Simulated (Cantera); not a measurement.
Charge: 1 mol Al₂O₃, 0.52 mol SiCl₄, 1.9 mol O₂, equilibrated at 0.250 bar.

These are equilibrium values from Cantera (NASA tables, ideal gas, pure condensed phases), not measurements of a reactor. Candidate condensed phases: Al, AlCl₃, Al₂O₃, Al₂SiO₅, Al₆Si₂O₁₃, Si, SiO₂; 26 gas species. Mutual solubility and eutectic melting of coexisting phases are not modelled. Condensed phases not in the tables: alloys, solid solutions and most ternary compounds. Equilibrium is a limit: real reactors are often held back by kinetics, nucleation or transport.

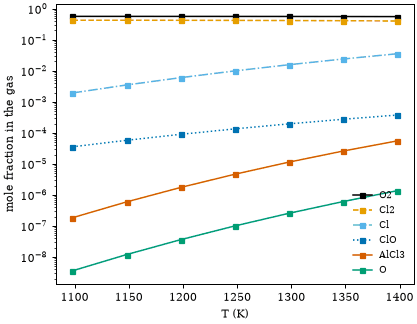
*Equilibrium gas composition (values under 1e-9 drawn at 1e-9)*

### Question
Read off the mole fractions at 1148 K.

### Answer
O₂ about 0.57, Cl₂ about 0.43, Cl about 0.0035, ClO about 5.8e-5, AlCl₃ about 6.0e-7, O about 1.2e-8.
